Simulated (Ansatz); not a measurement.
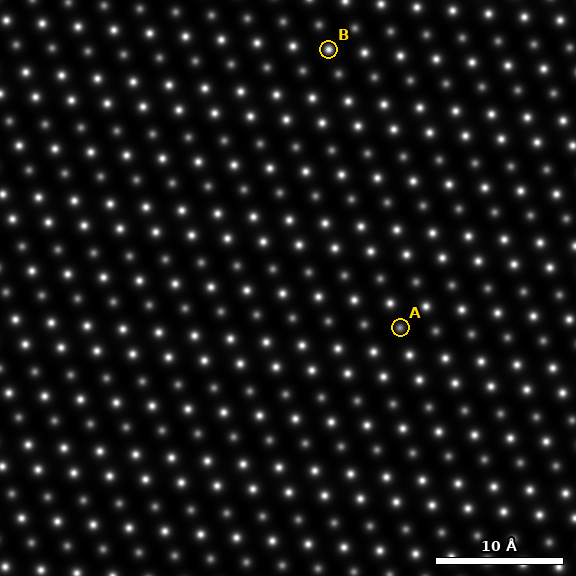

Map of the projected electrostatic potential of Ta3Se2 (R-3m, No. 166) along [100]. Computed as the sum of neutral-atom potentials (tabulated electron scattering factors, B = 0.8 Å²) projected along the beam and smoothed by 0.25 Å; brighter is more positive. Atomic positions: the geometry relaxed with Ansatz 0.2.0, DFT PBE, scalar-relativistic, plane waves, PAW; the starting structure was generated, so it need not be a known form of this composition.

```xyz
15
Lattice="3.3170 0.0000 0.0000 -1.6585 2.8726 0.0000 0.0000 0.0000 29.6202" Properties=species:S:1:pos:R:3 pbc="T T T"
Ta    0.0000    0.0000    0.0000
Ta    0.0000    1.9151   25.6371
Ta    0.0000    0.0000   23.7299
Se    1.6585    0.9575   21.6252
Se    1.6585    0.9575   27.7419
Ta    1.6585    0.9575    9.8734
Ta    0.0000    0.0000    5.8903
Ta    1.6585    0.9575    3.9831
Se    0.0000    1.9151    1.8783
Se    0.0000    1.9151    7.9951
Ta    0.0000    1.9151   19.7468
Ta    1.6585    0.9575   15.7637
Ta    0.0000    1.9151   13.8565
Se    0.0000    0.0000   11.7518
Se    0.0000    0.0000   17.8685
```

Name the elements in each circled column.

A: Se (1 Se per 3.32 Å along the beam; about 55 % of the brightest peak). B: Ta (1 Ta per 3.32 Å along the beam; the brightest kind). Brightness is counted from the darkest point of the image.
